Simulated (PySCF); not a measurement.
**C₅H₂F₂: NMR shielding calculation**

System: C₅H₂F₂.
Method: GIAO PBE0/cc-pVTZ NMR shielding, non-relativistic, gas phase (PySCF 2.14.0).

The geometry comes from this level: PBE0-D3(BJ)/def2-SVP. Figures and captions count atoms from 1; the log counts them from 0 in places.

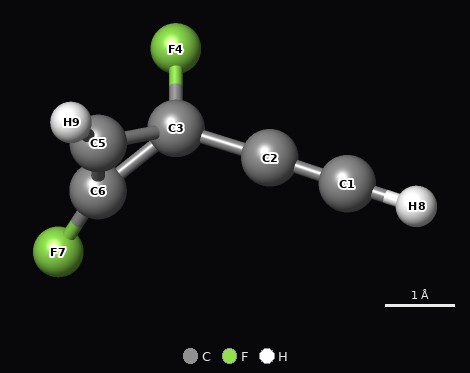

**Figure 1.** The structure as given in the input (ball-and-stick view, seen at a tilt; atoms are numbered from 1 in the order of the input).

**Results in brief**

```csv
quantity,value
outcome,converged
total energy,−390.956670 hartree
HOMO,−7.90 eV
LUMO,−0.32 eV
dipole moment,1.99 D
"isotropic shielding, C",36.6 to 117.5 ppm
"isotropic shielding, F",312.6 to 313.5 ppm
"isotropic shielding, H",25.5 to 29.1 ppm
hardware,"1 CPU thread, shared host"
wall time,22 s
peak memory,0.91 GiB
```

**Input**
```
{"job": {"kind": "nmr", "xc": "PBE0", "basis": "cc-pVTZ", "pop": true}, "charge": 0, "multiplicity": 1}
C      2.179120     0.796702    -0.128272
C      1.113425     0.234691    -0.239691
C     -0.174367    -0.424699    -0.347662
F     -0.150053    -1.363813    -1.346791
C     -1.476287     0.288730    -0.086845
C     -1.093526    -0.616864     0.760823
F     -1.322398    -1.275248     1.855674
H      3.126764     1.294665    -0.034218
H     -2.150875     1.050176    -0.467613
```

The first line tells a small driver script what to run in PySCF; the rest is the geometry in Å.

Launch command:
```bash
OMP_NUM_THREADS=1 python <driver script> task.json out
```

**What the program printed**
```
coarse grid: 8848 points
cycle   1  E = -390.8785577554  dE =  1.356e+00  |g| = 6.812e-01  |ddm| = 6.812e+00
cycle   2  E = -390.8068461852  dE =  7.171e-02  |g| = 9.731e-01  |ddm| = 2.580e+00
cycle   3  E = -390.9555986205  dE = -1.488e-01  |g| = 1.415e-01  |ddm| = 1.628e+00
cycle   4  E = -390.9586747924  dE = -3.076e-03  |g| = 8.082e-02  |ddm| = 2.699e-01
cycle   5  E = -390.9601378250  dE = -1.463e-03  |g| = 2.385e-02  |ddm| = 1.231e-01
cycle   6  E = -390.9602633397  dE = -1.255e-04  |g| = 4.853e-03  |ddm| = 4.087e-02
cycle   7  E = -390.9602678711  dE = -4.531e-06  |g| = 1.797e-03  |ddm| = 9.045e-03
final grid: 89992 points
cycle   8  E = -390.9566628697  dE = -5.377e-05  |g| = 6.029e-03  |ddm| = 1.087e-01
cycle   9  E = -390.9566567549  dE =  6.115e-06  |g| = 8.661e-03  |ddm| = 2.372e-02
cycle  10  E = -390.9566694867  dE = -1.273e-05  |g| = 9.526e-04  |ddm| = 1.379e-02
cycle  11  E = -390.9566696206  dE = -1.340e-07  |g| = 4.560e-04  |ddm| = 2.105e-03
cycle  12  E = -390.9566696613  dE = -4.070e-08  |g| = 2.044e-04  |ddm| = 8.364e-04
cycle  13  E = -390.9566696709  dE = -9.624e-09  |g| = 4.396e-05  |ddm| = 3.298e-04
cycle  14  E = -390.9566696713  dE = -3.607e-10  |g| = 1.879e-05  |ddm| = 8.097e-05
```

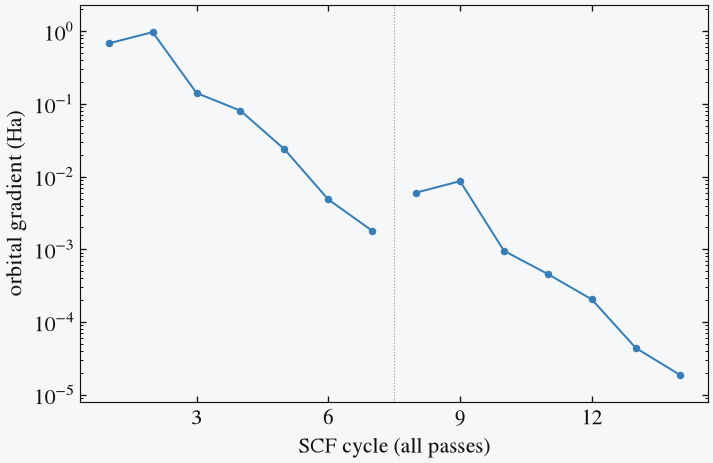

**Figure 2.** Convergence of the self-consistent field: orbital gradient against the SCF cycle. The dotted line marks the change from a coarse to the final integration grid. The first 7 cycles use a coarse grid, the final grid takes over at cycle 8, and the field converges after 14 cycles in all.

```
converged SCF energy = -390.9566696713

GIAO shielding tensors (ppm)
atom      isotropic    diamagn.    paramagn.     s11        s22        s33       span
  0 C      111.220     260.425    -149.205     44.560     53.052    236.046    191.486
  1 C      106.499     268.001    -161.501      8.916     13.796    296.786    287.871
  2 C      117.452     237.149    -119.697     70.606     91.984    189.766    119.160
  3 F      312.582     468.820    -156.238    216.911    312.169    408.665    191.753
  4 C       97.037     259.332    -162.295     17.304     99.491    174.316    157.012
  5 C       36.632     253.971    -217.340    -69.077     78.211    100.761    169.838
  6 F      313.524     463.282    -149.759    172.459    277.441    490.672    318.213
  7 H       29.063      30.617      -1.553     24.521     24.833     37.836     13.315
  8 H       25.497      29.503      -4.005     23.731     24.332     28.429      4.699
```

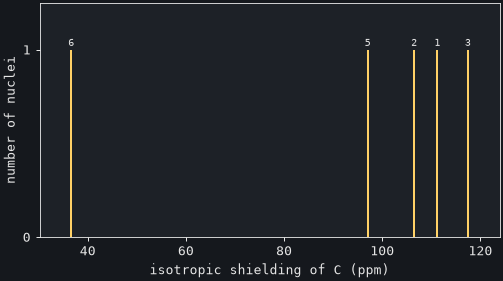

**Figure 3.** Isotropic shieldings of the carbon nuclei in this fixed geometry, labelled by atom number; shielding grows to the right, so chemical shift grows to the left. The least shielded is C6 (36.6 ppm), the most shielded C3 (117.5 ppm).

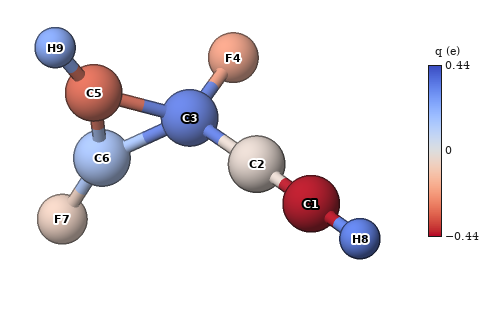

**Figure 4.** ESP-fitted charges, as the colour of each atom (ball-and-stick view, seen at a tilt; atoms are numbered from 1 in the order of the input). By element: C −0.42 to +0.35, F −0.22 to −0.08 and H +0.24 to +0.32 e.
